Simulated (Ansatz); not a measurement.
## Geometry relaxation of TiPNH7ClO2 (part 1 of 2)

The run: geometry relaxation of TiPNH7ClO2. Method and program: RHF/def2-SVP (Ansatz 0.2.0).

It belongs to a series of runs on one base structure; here: end point A relaxed.

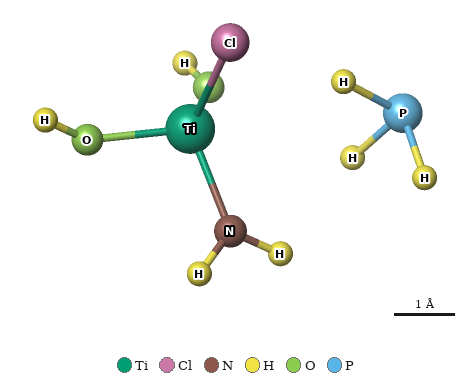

Fig. 1: The starting structure (ball-and-stick view, seen at a tilt). Sticks mark near contacts.

Key numbers:

| quantity | value |
| --- | --- |
| outcome | converged |
| total energy | −50519.1827 eV |
| mean-field energy | −50519.1827 eV |
| largest force (length of the vector) at the end | 0.029 eV/Å |
| hardware | 4 threads of Arm Neoverse V1, 24 GiB of memory available, shared host |
| wall time | 50 s (CPU time 3 min) |
| peak memory | 0.45 GiB |

Input:
```yaml
crystal:
  periodic: [false, false, false]
  atoms:
    - { symbol: Ti, position_ang: [-0.067364, -0.102945, 0.10464] }
    - { symbol: Cl, position_ang: [-0.27455, -0.423126, 2.418943] }
    - { symbol: "N", position_ang: [1.679813, -0.087049, -0.483708] }
    - { symbol: H, position_ang: [2.126123, -0.933298, -0.794969] }
    - { symbol: H, position_ang: [2.278532, 0.706622, -0.618914] }
    - { symbol: O, position_ang: [-0.978982, 1.301888, -0.444889] }
    - { symbol: H, position_ang: [-1.755274, 1.5889, -0.900003] }
    - { symbol: O, position_ang: [-0.731944, -1.582304, -0.553347] }
    - { symbol: H, position_ang: [-1.178925, -2.374745, -0.298505] }
    - { symbol: P, position_ang: [1.340444, 3.037701, 1.291706] }
    - { symbol: H, position_ang: [2.655441, 2.529543, 1.392996] }
    - { symbol: H, position_ang: [1.200137, 2.81594, -0.090132] }
    - { symbol: H, position_ang: [0.695649, 1.869275, 1.755282] }
basis:
  gaussian: { orbitals: def2-SVP }
hamiltonian:
  xc: hf
relax:
  f_tol: 0.03
  max_steps: 50
output:
  orbitals: {}
```

Command:
```bash
ansatz run input.yaml --threads 4 --pin off --max-ram 5120MiB --backend cpu --events-out ev --progress --plain --runs-dir out
```

Output:
```
The last accepted step is kept in [file] (removed where the run ends without a failure and the disk answers)
Engine: ansatz 0.2.0, aarch64-unknown-linux-gnu
Functional definition: HF
  exchange = exact_x
  correlation = 0
1575 factors; integrals over basis functions are off by at most 2.7e-4 eV
mean field evaluation 1: about -50508.4311 eV, gradient 6.8e1 eV
mean field evaluation 2: about -50508.5623 eV, gradient 6.8e1 eV
mean field evaluation 4: about -50518.6261 eV, gradient 7.9e0 eV
mean field evaluation 8: about -50518.8461 eV, gradient 7.3e-1 eV
mean field -50518.84868242 eV, -1856.5334461733 hartree, gradient 7.0e-5 eV, S^2 0.000000; 0 other end points of the search recorded, 0 dependent functions left out
the calculation of the forces begins
reference -50518.84868242 eV, -1856.5334461733 hartree; 42, 42 occupied and 102, 102 virtual orbitals, 1575 factors
relax step   1: F+E_penalty+E_count = -50518.84868242 eV  Δ(F+E_penalty+E_count) = +0.000e0 eV  max|allowed force component| = 7.086e-1 eV/Å  Δτ_max = 0.0000 Å  (44 SCF iters, accepted)
these checks for a lower state are left out or cut short: starts, cluster_reference, orbital_swaps, neighbouring_geometries, increment
1575 factors; integrals over basis functions are off by at most 2.7e-4 eV
mean field evaluation 16: about -50518.8187 eV, gradient 9.3e-2 eV
mean field -50519.02499047 eV, -1856.5399253747 hartree, gradient 1.2e-5 eV, S^2 0.000000; 0 other end points of the search recorded, 0 dependent functions left out
[... from here on the field's lines of each further geometry are left out, up to the last ...]
relax step   2: F+E_penalty+E_count = -50519.02499047 eV  Δ(F+E_penalty+E_count) = -1.763e-1 eV  max|allowed force component| = 1.995e-1 eV/Å  Δτ_max = 0.1948 Å  (43 SCF iters, accepted)
relax step   3: F+E_penalty+E_count = -50519.10655213 eV  Δ(F+E_penalty+E_count) = -8.156e-2 eV  max|allowed force component| = 1.893e-1 eV/Å  Δτ_max = 0.1994 Å  (44 SCF iters, accepted)
relax step   4: F+E_penalty+E_count = -50519.14760185 eV  Δ(F+E_penalty+E_count) = -4.105e-2 eV  max|allowed force component| = 2.341e-1 eV/Å  Δτ_max = 0.1999 Å  (44 SCF iters, accepted)
relax step   5: F+E_penalty+E_count = -50519.14758171 eV  Δ(F+E_penalty+E_count) = +2.014e-5 eV  max|allowed force component| = 5.682e-1 eV/Å  Δτ_max = 0.2000 Å  (43 SCF iters, rejected (line search))
relax step   6: F+E_penalty+E_count = -50519.16230057 eV  Δ(F+E_penalty+E_count) = -1.470e-2 eV  max|allowed force component| = 8.923e-2 eV/Å  Δτ_max = 0.1000 Å  (44 SCF iters, accepted)
relax step   7: F+E_penalty+E_count = -50519.17004779 eV  Δ(F+E_penalty+E_count) = -7.747e-3 eV  max|allowed force component| = 6.551e-2 eV/Å  Δτ_max = 0.1000 Å  (44 SCF iters, accepted)
relax step   8: F+E_penalty+E_count = -50519.17517830 eV  Δ(F+E_penalty+E_count) = -5.131e-3 eV  max|allowed force component| = 1.506e-1 eV/Å  Δτ_max = 0.1463 Å  (43 SCF iters, accepted)
relax step   9: F+E_penalty+E_count = -50519.17679552 eV  Δ(F+E_penalty+E_count) = -1.617e-3 eV  max|allowed force component| = 1.141e-1 eV/Å  Δτ_max = 0.0495 Å  (44 SCF iters, accepted)
relax step  10: F+E_penalty+E_count = -50519.17902411 eV  Δ(F+E_penalty+E_count) = -2.229e-3 eV  max|allowed force component| = 1.086e-1 eV/Å  Δτ_max = 0.0948 Å  (44 SCF iters, accepted)
relax step  11: F+E_penalty+E_count = -50519.17999607 eV  Δ(F+E_penalty+E_count) = -9.720e-4 eV  max|allowed force component| = 9.702e-2 eV/Å  Δτ_max = 0.0469 Å  (44 SCF iters, accepted)
relax step  12: F+E_penalty+E_count = -50519.18056823 eV  Δ(F+E_penalty+E_count) = -5.722e-4 eV  max|allowed force component| = 8.601e-2 eV/Å  Δτ_max = 0.0674 Å  (45 SCF iters, accepted)
relax step  13: F+E_penalty+E_count = -50519.18114171 eV  Δ(F+E_penalty+E_count) = -5.735e-4 eV  max|allowed force component| = 5.849e-2 eV/Å  Δτ_max = 0.0166 Å  (46 SCF iters, accepted)
relax step  14: F+E_penalty+E_count = -50519.18091571 eV  Δ(F+E_penalty+E_count) = +2.260e-4 eV  max|allowed force component| = 1.339e-1 eV/Å  Δτ_max = 0.0383 Å  (45 SCF iters, rejected (line search))
relax step  15: F+E_penalty+E_count = -50519.18160018 eV  Δ(F+E_penalty+E_count) = -4.585e-4 eV  max|allowed force component| = 2.921e-2 eV/Å  Δτ_max = 0.0187 Å  (46 SCF iters, accepted)
relax step  16: F+E_penalty+E_count = -50519.18197936 eV  Δ(F+E_penalty+E_count) = -3.792e-4 eV  max|allowed force component| = 2.730e-2 eV/Å  Δτ_max = 0.0411 Å  (45 SCF iters, accepted)
relax step  17: F+E_penalty+E_count = -50519.18234101 eV  Δ(F+E_penalty+E_count) = -3.616e-4 eV  max|allowed force component| = 6.935e-2 eV/Å  Δτ_max = 0.0905 Å  (44 SCF iters, accepted)
relax step  18: F+E_penalty+E_count = -50519.18251646 eV  Δ(F+E_penalty+E_count) = -1.755e-4 eV  max|allowed force component| = 3.510e-2 eV/Å  Δτ_max = 0.0092 Å  (32 SCF iters, accepted)
relax step  19: F+E_penalty+E_count = -50519.18263829 eV  Δ(F+E_penalty+E_count) = -1.218e-4 eV  max|allowed force component| = 3.226e-2 eV/Å  Δτ_max = 0.0150 Å  (46 SCF iters, accepted)
the calculation of the forces begins
reference -50519.18272242 eV, -1856.5457219170 hartree; 42, 42 occupied and 102, 102 virtual orbitals, 1576 factors
relax step  20: F+E_penalty+E_count = -50519.18272242 eV  Δ(F+E_penalty+E_count) = -8.413e-5 eV  max|allowed force component| = 2.196e-2 eV/Å  Δτ_max = 0.0208 Å  (45 SCF iters, accepted)
1576 factors; integrals over basis functions are off by at most 2.8e-4 eV
mean field evaluation 192: about -50519.1808 eV, gradient 6.5e-1 eV
```

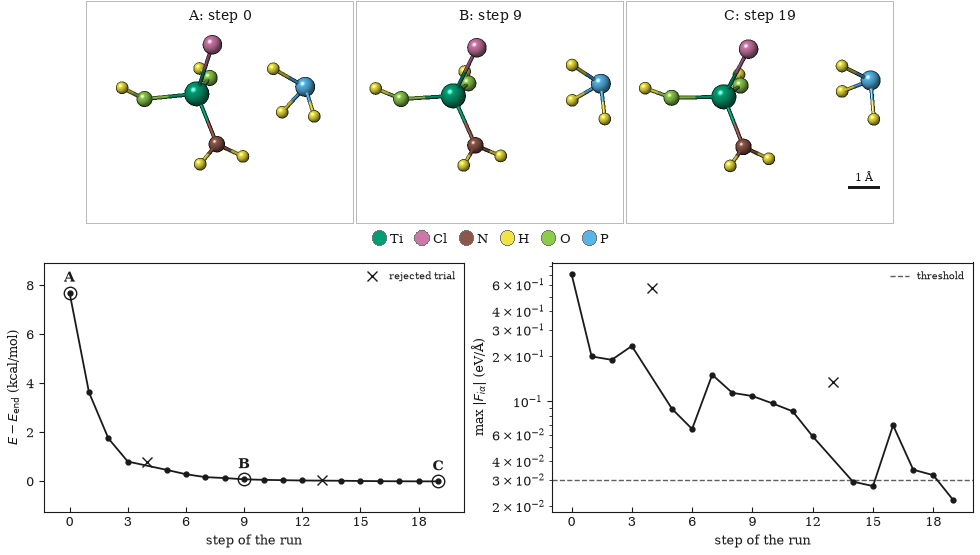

Fig. 2: Frames of the relaxation (ball-and-stick view, seen at a tilt) above the curves, on which the letters mark them (the first geometry is step 0 here and step 1 in the log).

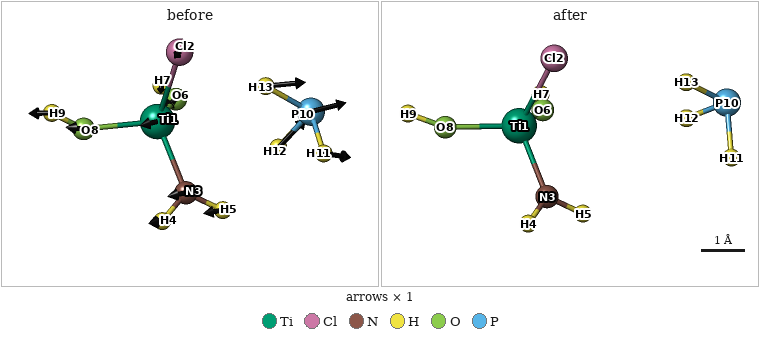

Fig. 3: Before (left) and after (right) the relaxation, at one scale (ball-and-stick view, seen at a tilt). The black arrows give the displacements, at true length. Over 19 geometry steps the energy falls by 7.70 kcal/mol. The largest force component goes from 0.71 to 0.022 eV/Å. The line search rejected the trial steps at points 4, 13 (counted from 0) and went back. The largest moves after the best rigid fit, 0.97 Å, are those of H12 and H13. By element the largest moves are H 0.97 Å, P 0.87 Å, N 0.47 Å, O 0.45 Å, Ti 0.45 Å, Cl 0.23 Å. Among the contacts that change: Ti1–Cl2 2.346 → 2.269 Å, Ti1–O6 1.763 → 1.752 Å. Among the angles that change: Ti1–O8–H9 141.9° → 159.0°, Ti1–O6–H7 144.8° → 156.1°, N3–Ti1–O6 112.6° → 107.6°. (Atoms are counted from 1 in the order of the input.)

```
mean field -50519.18272242 eV, -1856.5457219170 hartree, gradient 1.3e-5 eV, S^2 0.000000; 1 other end points of the search recorded, 0 dependent functions left out
the calculation of the forces begins
reference -50519.18272242 eV, -1856.5457219170 hartree; 42, 42 occupied and 102, 102 virtual orbitals, 1576 factors
Total energy: -50519.18272242 eV, -1856.5457219170 hartree
Atom 0 at    -0.178836    -0.500506    -0.057027 Å, force     0.000304    -0.004620    -0.006977 eV/Å
Atom 1 at    -0.279421    -0.454948     2.209576 Å, force    -0.000294    -0.001600     0.001564 eV/Å
Atom 2 at     1.572176    -0.531986    -0.627140 Å, force     0.007148     0.002940     0.000010 eV/Å
Atom 3 at     2.105895    -1.367851    -0.787357 Å, force    -0.004204     0.008164     0.000130 eV/Å
Atom 4 at     2.115523     0.289347    -0.826614 Å, force    -0.003488    -0.010377     0.001255 eV/Å
Atom 5 at    -0.907737     0.972771    -0.663024 Å, force     0.005827    -0.007295     0.001247 eV/Å
Atom 6 at    -1.599281     1.516536    -1.000047 Å, force    -0.007178     0.007080    -0.002584 eV/Å
Atom 7 at    -0.940740    -1.982045    -0.586351 Å, force     0.017179     0.021955     0.007239 eV/Å
Atom 8 at    -1.557414    -2.693595    -0.610550 Å, force    -0.014950    -0.015456    -0.002138 eV/Å
Atom 9 at     1.618164     3.748958     1.709782 Å, force    -0.006186    -0.009872    -0.004095 eV/Å
Atom 10 at     2.875353     3.279917     1.263929 Å, force    -0.004796    -0.000921     0.002794 eV/Å
Atom 11 at     0.958161     3.545705     0.476710 Å, force     0.002923     0.001856     0.003273 eV/Å
Atom 12 at     1.207258     2.524098     2.277213 Å, force     0.007717     0.008144    -0.001718 eV/Å
Dipole moment:    -0.141889    -0.290316    -0.795914 e Å
```

Trajectory as extended XYZ (Å, eV, eV/Å), 20 frames, from step=1 to step=20:
```
13
Properties=species:S:1:pos:R:3:forces:R:3 step=1 energy=-50518.84868
Ti   -0.0674   -0.1029    0.1046   -0.2912  -0.5744   0.4964
Cl   -0.2746   -0.4231    2.4189   -0.0030  -0.0393  -0.7086
N     1.6798   -0.0870   -0.4837    0.0163  -0.0179  -0.0270
H     2.1261   -0.9333   -0.7950   -0.0141   0.0390   0.0042
H     2.2785    0.7066   -0.6189   -0.0128  -0.0317   0.0140
O    -0.9790    1.3019   -0.4449   -0.0323  -0.0145  -0.0025
H    -1.7553    1.5889   -0.9000    0.0587  -0.0272   0.0314
O    -0.7319   -1.5823   -0.5533   -0.0021   0.0003   0.0646
H    -1.1789   -2.3747   -0.2985   -0.0003   0.0250  -0.0306
P     1.3404    3.0377    1.2917    0.0968   0.3638   0.2650
H     2.6554    2.5295    1.3930   -0.0150  -0.0008   0.0003
H     1.2001    2.8159   -0.0901    0.0059  -0.0361   0.0087
H     0.6956    1.8693    1.7553    0.1929   0.3135  -0.1160
13
Properties=species:S:1:pos:R:3:forces:R:3 step=2 energy=-50519.02499
Ti   -0.1034   -0.1946    0.0867   -0.1495  -0.1100   0.1106
Cl   -0.3154   -0.5180    2.3434    0.0438   0.0523  -0.1995
N     1.6505   -0.1358   -0.4867    0.0019  -0.0055   0.0013
H     2.1168   -0.9662   -0.8087    0.0239   0.0104   0.0080
H     2.2395    0.6704   -0.5947   -0.0516  -0.0318   0.0179
O    -0.9909    1.2393   -0.4308    0.0054  -0.0441   0.0121
H    -1.7542    1.5536   -0.8894    0.0583  -0.0127   0.0384
O    -0.7715   -1.6589   -0.5889   -0.0300  -0.1276  -0.0814
H    -1.2236   -2.4485   -0.3399   -0.0415  -0.0534  -0.0243
P     1.4203    3.2085    1.3298    0.1335  -0.0422   0.0163
H     2.7069    2.6260    1.4151    0.0486   0.1196   0.0115
H     1.2496    2.9215   -0.0408    0.0034   0.1035  -0.0106
H     0.7645    2.0492    1.7842   -0.0462   0.1415   0.0996
13
Properties=species:S:1:pos:R:3:forces:R:3 step=3 energy=-50519.10655
Ti   -0.1429   -0.2881    0.0610   -0.0326   0.1835  -0.0407
Cl   -0.3441   -0.5960    2.3000    0.0424   0.0460  -0.0011
N     1.6173   -0.2032   -0.4941   -0.0238  -0.0166   0.0053
H     2.1006   -1.0233   -0.8171    0.0301   0.0154   0.0110
H     2.1994    0.6114   -0.5790   -0.0716  -0.0269   0.0225
O    -1.0107    1.1704   -0.4230    0.0306  -0.0818   0.0035
H    -1.7654    1.5081   -0.8794    0.0688  -0.0086   0.0465
O    -0.8122   -1.7377   -0.6440   -0.0561  -0.1893  -0.0731
H    -1.2703   -2.5283   -0.4099   -0.0447  -0.0617  -0.0407
P     1.5011    3.3694    1.3712    0.1341  -0.0887  -0.0593
H     2.7816    2.7687    1.4450    0.0076   0.1078   0.0109
H     1.3075    3.0663    0.0043   -0.0076   0.0844   0.0169
H     0.8273    2.2286    1.8441   -0.0773   0.0364   0.0983
13
Properties=species:S:1:pos:R:3:forces:R:3 step=4 energy=-50519.14760
Ti   -0.1939   -0.3986    0.0156    0.1399   0.2341   0.0916
Cl   -0.3386   -0.6630    2.2650   -0.0200  -0.0094  -0.0598
N     1.5733   -0.2782   -0.4992   -0.0139  -0.1590  -0.0751
H     2.1030   -1.0809   -0.7968   -0.0211   0.0754   0.0325
H     2.1322    0.5555   -0.5410   -0.0609   0.0029   0.0116
O    -1.0103    1.1024   -0.4173   -0.0279  -0.1413  -0.0524
H    -1.7512    1.4872   -0.8571    0.0348   0.0205   0.0279
O    -0.8664   -1.8445   -0.7158   -0.0767  -0.1152   0.0733
H    -1.3448   -2.6318   -0.5044    0.0268   0.0439  -0.0841
P     1.5858    3.5192    1.4091   -0.0555   0.1131   0.0481
H     2.8725    2.9355    1.4566   -0.0386  -0.0555  -0.0072
H     1.3455    3.2376    0.0456    0.0138  -0.0309   0.0269
H     0.8821    2.4058    1.9188    0.0994   0.0216  -0.0333
13
Properties=species:S:1:pos:R:3:forces:R:3 step=5 energy=-50519.14758 accepted=F
Ti   -0.1977   -0.4356    0.0024   -0.5093  -0.5682  -0.3576
Cl   -0.3710   -0.6770    2.2435    0.0685   0.0476   0.0779
N     1.5374   -0.3485   -0.5828    0.2581   0.0596   0.1616
H     2.1081   -1.1512   -0.7798   -0.0028   0.0040  -0.0493
H     2.0704    0.5002   -0.6371    0.0507   0.0381  -0.0676
O    -1.0316    1.0253   -0.4924    0.0620   0.0894   0.0543
H    -1.7822    1.4091   -0.9118   -0.0541   0.0575  -0.0349
O    -0.8863   -1.8998   -0.7079    0.2055   0.3664   0.1959
H    -1.3901   -2.6745   -0.5287   -0.0755  -0.0992   0.0039
P     1.6469    3.6671    1.4973    0.0772  -0.0747  -0.0825
H     2.9209    3.0565    1.5048    0.0797   0.0706   0.0148
H     1.3722    3.3361    0.1519   -0.0256   0.0761  -0.0475
H     0.9923    2.5387    2.0197   -0.1344  -0.0670   0.1311
13
Properties=species:S:1:pos:R:3:forces:R:3 step=6 energy=-50519.16230
Ti   -0.1993   -0.4239   -0.0020    0.0423   0.0570  -0.0017
Cl   -0.3394   -0.6390    2.2495   -0.0106  -0.0087  -0.0041
N     1.5614   -0.3086   -0.5315   -0.0260  -0.0086  -0.0083
H     2.1220   -1.1077   -0.7692    0.0300   0.0237  -0.0094
H     2.0842    0.5456   -0.6189   -0.0232  -0.0522  -0.0024
O    -1.0111    1.0648   -0.4678   -0.0408  -0.0552  -0.0487
H    -1.7533    1.4649   -0.8908    0.0298   0.0167   0.0205
O    -0.8792   -1.8846   -0.7015   -0.0253  -0.0211   0.0892
H    -1.3805   -2.6622   -0.5124    0.0148   0.0198  -0.0582
P     1.6154    3.5770    1.4606   -0.0115   0.0139   0.0124
H     2.8964    2.9788    1.4709   -0.0093  -0.0045  -0.0042
H     1.3381    3.2832    0.1061    0.0022   0.0015   0.0182
H     0.9343    2.4582    1.9861    0.0275   0.0176  -0.0034
```
